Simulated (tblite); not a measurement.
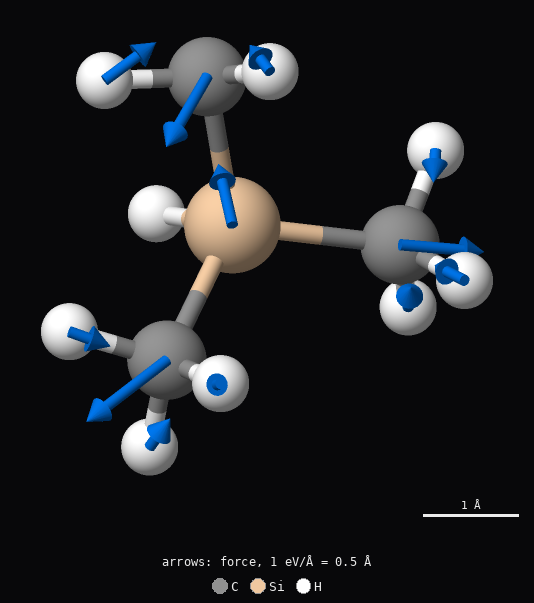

Starting geometry of C3H9Si (multiplicity 2) with the computed forces as blue arrows. Style: ball-and-stick. Shown at a tilt.

Theory: tblite, GFN2-xTB geometry optimisation, gas phase. 

### What follows when this structure is relaxed?

It isn't relaxed: the largest force vector, on a C atom, is 2.41 eV/Å. The final displacements follow the starting forces only in part (cosine between the two patterns 0.30). After 70 geometry steps the energy has fallen by 14.0 kcal/mol. An H atom moves most after the best rigid fit: 0.58 Å. By element the largest moves are H 0.58 Å, C 0.22 Å, Si 0.11 Å. Among the contacts that change: C–Si 1.847 → 1.912 Å, C–H 1.127 → 1.076 Å, C–H 1.107 → 1.076 Å, C–Si 1.869 → 1.848 Å. Bond angles that change, for instance: Si–C–H 104.9° → 122.4°, Si–C–H 112.3° → 123.2°, C–Si–C 114.4° → 109.3°. Groups turn about C–Si by about 20°.
